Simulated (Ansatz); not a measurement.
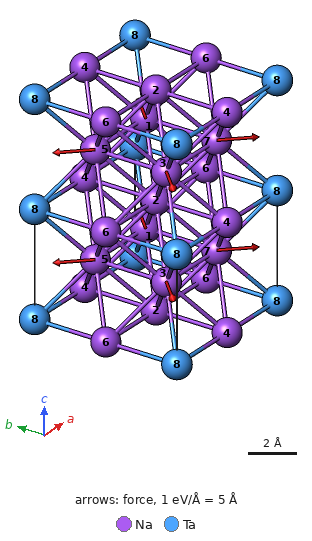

Starting geometry of crystalline Na7Ta (a generated structure, set up in P4/mmm) with the computed forces as red arrows. The picture is a ball-and-stick view of the cell of the calculation, repeated 1 × 1 × 2 with one cell outlined, seen from a free direction.

Computed with DFT PBE, scalar-relativistic, plane waves, PAW in Ansatz. (plane-wave cutoff 420 eV; k-point mesh 6 × 6 × 8; occupations gaussian; smearing width 0.1 eV; no spin polarisation; cell and atoms relaxed; force threshold 0.01 eV/Å; at most 80 steps)

What follows when this structure is relaxed?

Answer. It isn't relaxed: the largest force vector, on Na atoms, is 0.37 eV/Å. The atoms end up moving mostly along the starting forces (cosine between the two patterns 1.00). The largest moves relative to the cell, 0.23 Å, are those of Na1, Na3, Na5 and Na7. Na3 goes along [−1 −1 0]. Ta stays in place. The volume changes by −11.9 %, with a = b 7.296 → 8.867 Å (+21.5 %), c 5.159 → 3.076 Å (−40.4 %). Some distances before and after: Na1–Na1 5.159 → 3.076 Å, Ta8–Ta8 5.159 → 3.076 Å, Na1–Na5 3.648 → 4.752 Å, Na2–Na4 3.648 → 4.434 Å. The space group stays P4/mmm (No. 123). The energy falls by 181 meV per atom in 15 accepted moves (18 points after the start). Largest force component: 0.26 eV/Å at the start, under 0.0001 eV/Å at the end. Pressure: −1.38 GPa at the start and 0.02 GPa at the end. The line search rejected the trial step at point 12 of the run. At 2 points the geometry stayed and the basis and grid were re-selected for the new cell (energy shift of 9.3 meV per atom at most each time).
